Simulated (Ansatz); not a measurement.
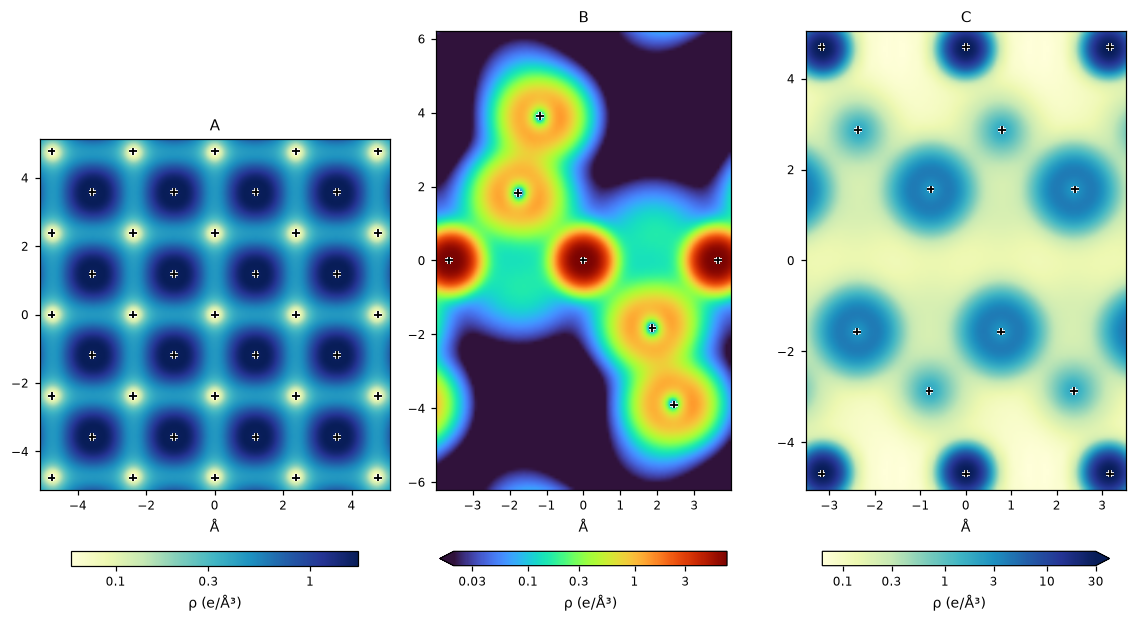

The valence charge density (pseudo) of 3 systems, each on a plane through atoms (crosses mark nuclei in the plane).

Computed with DFT PBE, scalar-relativistic, plane waves, PAW (Ansatz 0.2.0).

System 1: ScS$_{4}$, the (110) plane of the conventional cell. Space group P6₃mc; a structure generated by program, which may or may not match a known phase.

```
Sc S
1.0
     6.75767    0.00000    0.00000
    -3.37884    5.85232    0.00000
     0.00000    0.00000    7.26585
Sc S
2 8
Direct
  0.00000 0.00000 0.46237
  0.00000 0.00000 0.96237
  0.84334 0.15666 0.71935
  0.84334 0.68668 0.71935
  0.31332 0.15666 0.71935
  0.15666 0.84334 0.21935
  0.15666 0.31332 0.21935
  0.68668 0.84334 0.21935
  0.33333 0.66667 0.29989
  0.66667 0.33333 0.79989
```

System 2: BeC$_{3}$, the (001) plane of the conventional cell. Space group I4/mmm; a structure generated by program, which may or may not match a known phase.

System 3: MgZr$_{2}$H$_{6}$, the (110) plane of the conventional cell. Space group P-3m1; a structure generated by program, which may or may not match a known phase.

### Which map belongs to which system?

Panel A is system 2, BeC$_{3}$: the plane holds Be and C. Be–C (1.69 Å): ρ is about 0.76 e/Å³ halfway. Panel B is system 1, ScS$_{4}$: the plane holds Sc and S. S–S (2.15 Å): the density is about 0.83 e/Å³ at the midpoint. Panel C is system 3, MgZr$_{2}$H$_{6}$: the plane holds Mg, Zr and H. Mg–H (1.99 Å): ρ at the midpoint is about 0.19 e/Å³.
